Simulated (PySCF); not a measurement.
Molecule: SMILES C[SiH2][O][GeH3]. Atoms near the plane z = 0.0 Å, at the PBE0/def2-SVP optimised geometry (x, y, z in Å): Si1 (1.2, 0.1, 0.5), O3 (0.0, -0.8, 0.0), Ge4 (-1.8, -0.8, 0.0), H5 (2.3, 0.0, -0.4), H6 (0.7, 1.6, 0.6), H12 (-2.3, 0.6, 0.0).

Method: PySCF 2.14.0 with PBE0/def2-TZVP. Cells within 0.4 Å of a nucleus heavier than hydrogen are left out (blank, or x). The values are rescaled to run from 0 to 1.

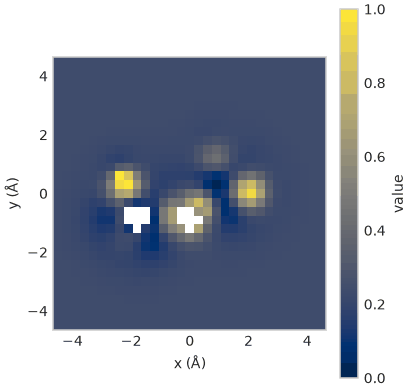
Figure. a field on the plane z = 0.0 Å.

Task: Which quantity is mapped?
A) electron localisation function
B) electrostatic potential
C) Laplacian of the electron density
D) deformation density (molecule minus spherical neutral atoms)

Result: D, deformation density (molecule minus spherical neutral atoms). In full: deformation density (molecule minus spherical neutral atoms) (e/bohr³).
